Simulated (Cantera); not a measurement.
A closed system holds: 1 mol SiH₄, 0.016 mol C₃H₈, 140 mol H₂, equilibrated at 7.43 Torr.

Equilibrium computed with Cantera from the NASA thermochemical tables; the gas is ideal and each condensed phase is pure. Candidate condensed phases: C, C₆H₆, C₇H₈, C₈H₁₈, Si, SiC; 87 gas species. Mutual solubility and eutectic melting of coexisting phases are not modelled. Gases not in the tables: Si₂H₆ and higher silanes. Kinetics and transport are ignored.

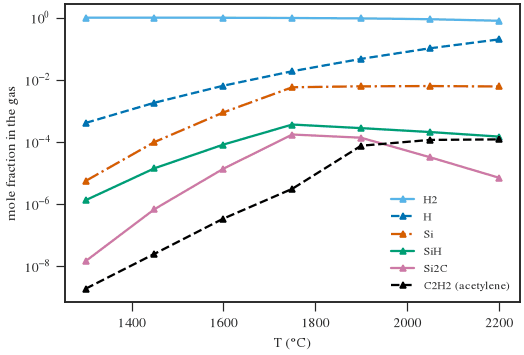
Figure: Equilibrium gas composition (values under 1e-9 drawn at 1e-9)

At 1300 °C the condensed part is Si(s) + SiC(s). From 1450 °C to 1750 °C the condensed part is Si(l) + SiC(s). From 1900 °C to 2200 °C nothing is condensed. The main Si-bearing gas is Si throughout.
